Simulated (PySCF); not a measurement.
**[Er(H2O)4]3+: other functionals and bases at one geometry**

Aim: see how levels, charges and forces of [Er(H2O)4]3+ depend on the level of theory. It is a constructed species; whether it can be made isn't addressed.

The runs use PySCF 2.14.0; several levels, as the steps say, no spin–orbit coupling.

2 further runs of the same task are left out: 1 for a known fault of the program, 1 set aside as unsound or not needed.

## (1) The starting structure

13 atoms, charge 3, spin multiplicity 1.

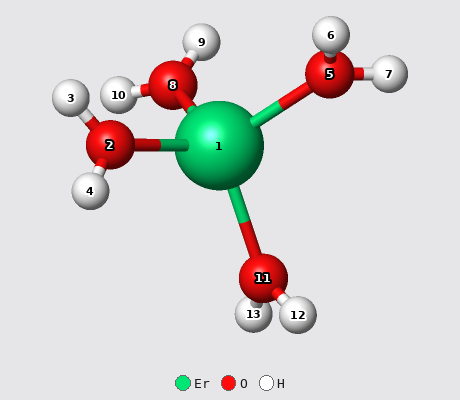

The structure; erbium green, oxygen red, hydrogen white; atoms are numbered from 1 in the order of the file.

Coordinates:

```tsv
atom	x (Å)	y (Å)	z (Å)
Er1	0.0000	0.0000	0.0000
O2	1.3418	1.3163	1.2481
H3	2.1542	1.0575	1.7595
H4	1.2674	2.2943	1.4113
O5	-1.3417	-1.2482	1.3163
H6	-1.2673	-1.4114	2.2943
H7	-2.1543	-1.7592	1.0575
O8	1.3418	-1.3163	-1.2481
H9	1.2674	-2.2943	-1.4113
H10	2.1542	-1.0575	-1.7595
O11	-1.3417	1.2482	-1.3163
H12	-2.1543	1.7592	-1.0575
H13	-1.2673	1.4114	-2.2943
```

Formal oxidation states: Er +3. Each metal's 11 4f electrons lie in its core potential, so multiplicities, spins and levels count the valence alone. An earlier session relaxed this geometry at TPSS, Er lcecp-1-SVP with ECP57, O def2-SVP, H def2-SVP (singlet, point group D2).

At TPSS on the finer grid: E = -342.777494 Eh, HOMO -22.65 eV, LUMO -15.81 eV, Mulliken charge on Er1 +1.63 e, largest force component 0.005 eV/Å. 

Levels to run: r2SCAN; BP86; wB97X; CAM-B3LYP; TPSS, TZVP. Hardware: 2 threads of Arm Neoverse N1, shared host.

## (2) r2SCAN

run.py (the lines that set the calculation) reads:

```python
mol = gto.M(atom='''
Er     0.00003     0.00000     0.00000
O      1.34183     1.31632     1.24811
H      2.15416     1.05754     1.75947
H      1.26738     2.29431     1.41134
O     -1.34175    -1.24816     1.31631
H     -1.26729    -1.41137     2.29434
H     -2.15434    -1.75923     1.05754
O      1.34183    -1.31632    -1.24811
H      1.26738    -2.29431    -1.41134
H      2.15416    -1.05754    -1.75947
O     -1.34175     1.24816    -1.31631
H     -2.15434     1.75923    -1.05754
H     -1.26729     1.41137    -2.29434''',
    basis={'Er': 'lcecp-1-SVP', 'O': 'def2-SVP', 'H': 'def2-SVP'},
    ecp={'Er': 'lcecp-1-SVP'},
    charge=3, spin=0)
mf = dft.RKS(mol, xc='R2SCAN')
mf.grids.atom_grid = (75, 302)  # f atoms: unpruned, at least (60, 302)
mf = mf.density_fit()  # fitting sets: Er AutoAux, O def2-universal-JKFIT, H def2-universal-JKFIT
mf.conv_tol = 1e-08; mf.max_cycle = 55
mf.kernel(dm0)  # dm0: the density of the relaxed state
```

Started as:

```bash
$ OMP_NUM_THREADS=2 python run.py
```

The program printed:

```text
init E= -342.618534774489
  HOMO = -0.847630423217434  LUMO = -0.577179587398759  gap/eV = 7.35934
cycle= 1 E= -342.619980756392  delta_E= -0.00145  |g|= 0.0192  |ddm|= 0.119
  HOMO = -0.843172961256272  LUMO = -0.579813874270071  gap/eV = 7.16637
cycle= 2 E= -342.619840560516  delta_E= 0.00014  |g|= 0.0334  |ddm|= 0.0391
  HOMO = -0.84557481176926  LUMO = -0.578810650276351  gap/eV = 7.25902
cycle= 3 E= -342.620063088617  delta_E= -0.000223  |g|= 0.00151  |ddm|= 0.0222
  HOMO = -0.845428499048633  LUMO = -0.578298646972549  gap/eV = 7.26897
cycle= 4 E= -342.620063755412  delta_E= -6.67e-07  |g|= 0.000313  |ddm|= 0.00253
  HOMO = -0.845448744970695  LUMO = -0.57836840815442  gap/eV = 7.26763
cycle= 5 E= -342.620063782887  delta_E= -2.75e-08  |g|= 2.95e-05  |ddm|= 0.000371
  HOMO = -0.845447806542298  LUMO = -0.578371229160896  gap/eV = 7.26752
cycle= 6 E= -342.620063783056  delta_E= -1.69e-10  |g|= 2.45e-06  |ddm|= 3.01e-05
  HOMO = -0.845447212794143  LUMO = -0.578370685456656  gap/eV = 7.26752
Extra cycle  E= -342.620063783055  delta_E= 1.02e-12  |g|= 3.55e-06  |ddm|= 3.23e-06
converged SCF energy = -342.620063783055
```

Run time: 22 s. Hardware: 2 threads of Arm Neoverse N1, shared host.

Result: E = -342.620064 Eh, HOMO -23.01 eV, LUMO -15.74 eV, Mulliken charge on Er1 +1.70 e, largest force component 0.314 eV/Å. 

## (3) BP86

Edit run.py (the lines that set the calculation) of step 2 so:

```diff
@@ -17,3 +17,3 @@
     charge=3, spin=0)
-mf = dft.RKS(mol, xc='R2SCAN')
+mf = dft.RKS(mol, xc='B88,P86')
 mf.grids.atom_grid = (75, 302)  # f atoms: unpruned, at least (60, 302)
```

Started as:

```bash
$ OMP_NUM_THREADS=2 python run.py
```

The program printed:

```text
init E= -342.809182114398
  HOMO = -0.830212945084246  LUMO = -0.596921496188499  gap/eV = 6.34818
cycle= 1 E= -342.809674221112  delta_E= -0.000492  |g|= 0.0405  |ddm|= 0.116
  HOMO = -0.837707825383808  LUMO = -0.591155147229373  gap/eV = 6.70904
cycle= 2 E= -342.808709914086  delta_E= 0.000964  |g|= 0.082  |ddm|= 0.0906
  HOMO = -0.832520105422915  LUMO = -0.593294823043327  gap/eV = 6.50965
cycle= 3 E= -342.810039695645  delta_E= -0.00133  |g|= 0.00366  |ddm|= 0.0541
  HOMO = -0.832758342386177  LUMO = -0.594280328783028  gap/eV = 6.48932
cycle= 4 E= -342.810044733999  delta_E= -5.04e-06  |g|= 0.000358  |ddm|= 0.00572
  HOMO = -0.832737825139306  LUMO = -0.594269204385326  gap/eV = 6.48906
cycle= 5 E= -342.810044755968  delta_E= -2.2e-08  |g|= 3.03e-05  |ddm|= 0.000258
  HOMO = -0.832735366182967  LUMO = -0.594265773533249  gap/eV = 6.48909
cycle= 6 E= -342.810044756134  delta_E= -1.66e-10  |g|= 3.16e-06  |ddm|= 3e-05
  HOMO = -0.832734865146888  LUMO = -0.594265459409871  gap/eV = 6.48908
Extra cycle  E= -342.810044756131  delta_E= 2.96e-12  |g|= 3.69e-06  |ddm|= 5.47e-06
converged SCF energy = -342.810044756131
```

Wall time 14 s (2 threads of Arm Neoverse N1, shared host).

Result: E = -342.810045 Eh, HOMO -22.66 eV, LUMO -16.17 eV, Mulliken charge on Er1 +1.56 e, largest force component 0.099 eV/Å. 

## (4) wB97X

Edit run.py (the lines that set the calculation) of step 3 so:

```diff
@@ -17,3 +17,3 @@
     charge=3, spin=0)
-mf = dft.RKS(mol, xc='B88,P86')
+mf = dft.RKS(mol, xc='WB97X')
 mf.grids.atom_grid = (75, 302)  # f atoms: unpruned, at least (60, 302)
```

Started as:

```bash
$ OMP_NUM_THREADS=2 python run.py
```

The program printed:

```text
init E= -342.688405649269
  HOMO = -0.994496395324425  LUMO = -0.463338192009748  gap/eV = 14.45355
cycle= 1 E= -342.692795541162  delta_E= -0.00439  |g|= 0.0252  |ddm|= 0.147
  HOMO = -0.993011987547277  LUMO = -0.471567765407879  gap/eV = 14.18922
cycle= 2 E= -342.69304641691  delta_E= -0.000251  |g|= 0.00904  |ddm|= 0.0427
  HOMO = -0.99431882359933  LUMO = -0.470112522864108  gap/eV = 14.26438
cycle= 3 E= -342.693070671047  delta_E= -2.43e-05  |g|= 0.00715  |ddm|= 0.0114
  HOMO = -0.993404127013619  LUMO = -0.469993201741579  gap/eV = 14.24274
cycle= 4 E= -342.693080982653  delta_E= -1.03e-05  |g|= 0.000908  |ddm|= 0.00546
  HOMO = -0.993487599065835  LUMO = -0.470320582862106  gap/eV = 14.23610
cycle= 5 E= -342.693081378122  delta_E= -3.95e-07  |g|= 0.000161  |ddm|= 0.00163
  HOMO = -0.993489346650965  LUMO = -0.47031957218481  gap/eV = 14.23617
cycle= 6 E= -342.693081406794  delta_E= -2.87e-08  |g|= 2.76e-05  |ddm|= 0.000473
  HOMO = -0.993489653062854  LUMO = -0.470314814645539  gap/eV = 14.23631
cycle= 7 E= -342.693081407476  delta_E= -6.82e-10  |g|= 5.26e-06  |ddm|= 6.69e-05
  HOMO = -0.993489256504066  LUMO = -0.470315458582693  gap/eV = 14.23628
Extra cycle  E= -342.693081407496  delta_E= -2.05e-11  |g|= 2.53e-06  |ddm|= 9.15e-06
converged SCF energy = -342.693081407496
```

It took 18 s on 2 threads of Arm Neoverse N1, shared host.

Read off: E = -342.693081 Eh, HOMO -27.03 eV, LUMO -12.80 eV, Mulliken charge on Er1 +1.73 e, largest force component 0.445 eV/Å. 

## (5) CAM-B3LYP

Edit run.py (the lines that set the calculation) of step 4 so:

```diff
@@ -17,3 +17,3 @@
     charge=3, spin=0)
-mf = dft.RKS(mol, xc='WB97X')
+mf = dft.RKS(mol, xc='CAMB3LYP')
 mf.grids.atom_grid = (75, 302)  # f atoms: unpruned, at least (60, 302)
```

Started as:

```bash
$ OMP_NUM_THREADS=2 python run.py
```

The program printed:

```text
init E= -342.623974480144
  HOMO = -0.955961005947722  LUMO = -0.504470765264808  gap/eV = 12.28568
cycle= 1 E= -342.627196414283  delta_E= -0.00322  |g|= 0.0413  |ddm|= 0.15
  HOMO = -0.949134303278472  LUMO = -0.5122347548159  gap/eV = 11.88864
cycle= 2 E= -342.627172895188  delta_E= 2.35e-05  |g|= 0.0457  |ddm|= 0.0623
  HOMO = -0.954028199464544  LUMO = -0.511364304424675  gap/eV = 12.04550
cycle= 3 E= -342.627552745547  delta_E= -0.00038  |g|= 0.0037  |ddm|= 0.0281
  HOMO = -0.95363543659484  LUMO = -0.510717555049208  gap/eV = 12.05241
cycle= 4 E= -342.627556301762  delta_E= -3.56e-06  |g|= 0.000797  |ddm|= 0.00381
  HOMO = -0.953662734107783  LUMO = -0.510989932671668  gap/eV = 12.04574
cycle= 5 E= -342.627556516693  delta_E= -2.15e-07  |g|= 8.14e-05  |ddm|= 0.00136
  HOMO = -0.953657642597436  LUMO = -0.510984782125955  gap/eV = 12.04574
cycle= 6 E= -342.627556521693  delta_E= -5e-09  |g|= 1.96e-05  |ddm|= 0.000183
  HOMO = -0.953657444897291  LUMO = -0.510983274720774  gap/eV = 12.04578
Extra cycle  E= -342.627556521921  delta_E= -2.28e-10  |g|= 4.72e-06  |ddm|= 3.23e-05
converged SCF energy = -342.627556521921
```

Wall time 18 s (2 threads of Arm Neoverse N1, shared host).

Result: E = -342.627557 Eh, HOMO -25.95 eV, LUMO -13.90 eV, Mulliken charge on Er1 +1.68 e, largest force component 0.304 eV/Å. 

## (6) TPSS, TZVP

Basis: Er lcecp-1-TZVP with ECP57, O def2-TZVP, H def2-TZVP. 

Edit run.py (the lines that set the calculation) of step 5 so:

```diff
@@ -14,6 +14,6 @@
 H     -1.26729     1.41137    -2.29434''',
-    basis={'Er': 'lcecp-1-SVP', 'O': 'def2-SVP', 'H': 'def2-SVP'},
-    ecp={'Er': 'lcecp-1-SVP'},
+    basis={'Er': 'lcecp-1-TZVP', 'O': 'def2-TZVP', 'H': 'def2-TZVP'},
+    ecp={'Er': 'lcecp-1-TZVP'},
     charge=3, spin=0)
-mf = dft.RKS(mol, xc='CAMB3LYP')
+mf = dft.RKS(mol, xc='TPSS')
 mf.grids.atom_grid = (75, 302)  # f atoms: unpruned, at least (60, 302)
@@ -21,2 +21,2 @@
 mf.conv_tol = 1e-08; mf.max_cycle = 55
-mf.kernel(dm0)  # dm0: the density of the relaxed state
+mf.kernel(dm0)  # dm0: free metal ions and neutral atoms
```

Started as:

```bash
$ OMP_NUM_THREADS=2 python run.py
```

The program printed:

```text
init E= -334.080377631125
  HOMO = -1.23528308719698  LUMO = -0.743397000082913  gap/eV = 13.38490
cycle= 1 E= -340.882265723429  delta_E= -6.8  |g|= 3.86  |ddm|= 2.67
  HOMO = -0.497992026908253  LUMO = -0.487012524506081  gap/eV = 0.29877
cycle= 2 E= -329.616953349488  delta_E= 11.3  |g|= 7.12  |ddm|= 4.93
  HOMO = -0.857408196783725  LUMO = -0.499434471006158  gap/eV = 9.74096
cycle= 3 E= -342.875375727122  delta_E= -13.3  |g|= 0.943  |ddm|= 4.53
  HOMO = -0.860955402293169  LUMO = -0.634302121018194  gap/eV = 6.16755
cycle= 4 E= -343.118865506078  delta_E= -0.243  |g|= 0.31  |ddm|= 1.37
  HOMO = -0.828550577255609  LUMO = -0.572706270030532  gap/eV = 6.96188
cycle= 5 E= -343.140924661086  delta_E= -0.0221  |g|= 0.0444  |ddm|= 0.297
  HOMO = -0.832719395063874  LUMO = -0.578201428676426  gap/eV = 6.92579
cycle= 6 E= -343.141321739292  delta_E= -0.000397  |g|= 0.00516  |ddm|= 0.0282
  HOMO = -0.833220244776681  LUMO = -0.578807945101705  gap/eV = 6.92291
cycle= 7 E= -343.141326312916  delta_E= -4.57e-06  |g|= 0.000704  |ddm|= 0.00629
  HOMO = -0.833129942329201  LUMO = -0.578646883437213  gap/eV = 6.92484
cycle= 8 E= -343.141326406351  delta_E= -9.34e-08  |g|= 0.000178  |ddm|= 0.000684
  HOMO = -0.833136694313379  LUMO = -0.578656063590711  gap/eV = 6.92477
cycle= 9 E= -343.141326410411  delta_E= -4.06e-09  |g|= 0.000107  |ddm|= 0.000119
  HOMO = -0.833144580905198  LUMO = -0.578660885994274  gap/eV = 6.92485
cycle= 10 E= -343.141326412415  delta_E= -2e-09  |g|= 7.58e-06  |ddm|= 4.93e-05
  HOMO = -0.833145172137516  LUMO = -0.578662194527496  gap/eV = 6.92483
Extra cycle  E= -343.141326412414  delta_E= 1.36e-12  |g|= 8.22e-06  |ddm|= 9.88e-06
converged SCF energy = -343.141326412414
```

Wall time 93 s (2 threads of Arm Neoverse N1, shared host).

Result: E = -343.141326 Eh, HOMO -22.67 eV, LUMO -15.75 eV, Mulliken charge on Er1 +2.04 e, largest force component 0.290 eV/Å. 

## (7) All levels side by side

| level | state | HOMO (eV) | gap (eV) | charge on Er1 (e) | dipole (D) | largest force (eV/Å) | basis functions | time |
| --- | --- | --- | --- | --- | --- | --- | --- | --- |
| TPSS (relaxed here) | singlet | -22.65 | 6.84 | 1.63 | 0.00 | 0.00 | 129 | 94 s |
| r2SCAN | singlet | -23.01 | 7.27 | 1.70 | 0.00 | 0.31 | 129 | 22 s |
| BP86 | singlet | -22.66 | 6.49 | 1.56 | 0.00 | 0.10 | 129 | 14 s |
| wB97X | singlet | -27.03 | 14.24 | 1.73 | 0.00 | 0.45 | 129 | 18 s |
| CAM-B3LYP | singlet | -25.95 | 12.05 | 1.68 | 0.00 | 0.30 | 129 | 18 s |
| TPSS, TZVP | singlet | -22.67 | 6.92 | 2.04 | 0.00 | 0.29 | 219 | 93 s |

Times are on 2 threads of Arm Neoverse N1, shared host; the first row also made further properties. The dipole of a charged species depends on the origin, so these sizes hold for this origin alone.

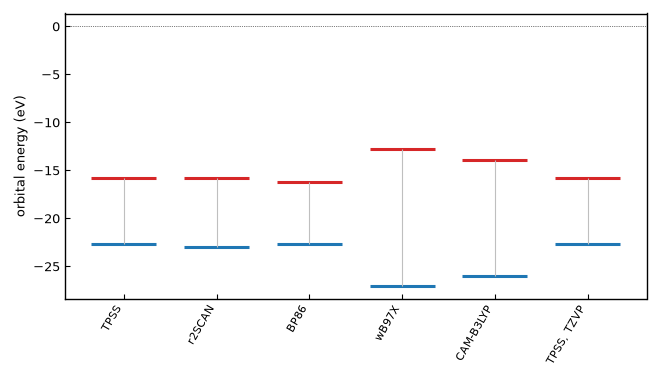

Highest filled and lowest empty level, method by method.

In one basis the HOMO–LUMO gap runs from 6.49 eV (BP86) to 14.24 eV (wB97X). The largest leftover force, 0.45 eV/Å with wB97X, stands at a geometry relaxed at another level. The Mulliken charge on Er spans +1.56 to +2.04 e over the levels. With 4f in the core, its levels are missing from HOMO and gap. Total energies of different levels can't be compared. Spin–orbit coupling is left out throughout.
